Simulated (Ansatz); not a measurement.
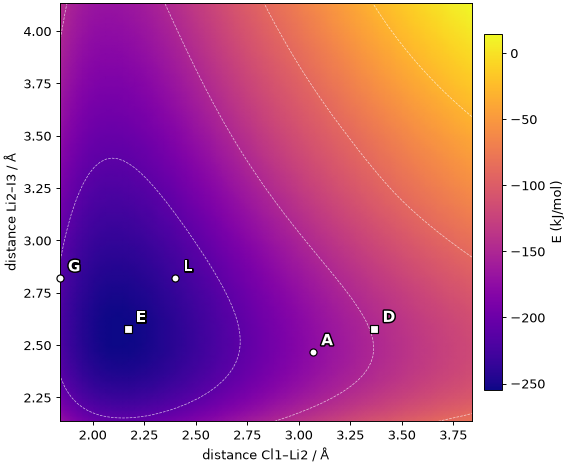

The system Cl⁻ + LiI. Coordinates scanned: (1) distance Cl1–Li2; (2) distance Li2–I3. Nothing is relaxed (the angle Cl1–Li2–I3 is fixed at 180 degrees). Grid: 17 × 17 points. Energies are in kJ/mol, from Cl with charge -1 far from the relaxed LiI (each part in its own basis). All numbers below come from RKS PBE0-D4/def2-TZVPD in Ansatz 0.2.0.

In the figure: a smooth colour map with a few white contour lines, lettered points. Between grid points the surface is interpolated.

Rank the lettered points by energy, lowest first.

E (−254 kJ/mol), L (−232 kJ/mol), G (−213 kJ/mol), A (−175 kJ/mol), D (−148 kJ/mol).

What kind of point is each of A, D, E, L: minimum, saddle, maximum or slope?

A: on a slope; D: on a slope; E: minimum; L: on a slope. (In these two coordinates alone; a stationary point may lie a little off the grid point.)
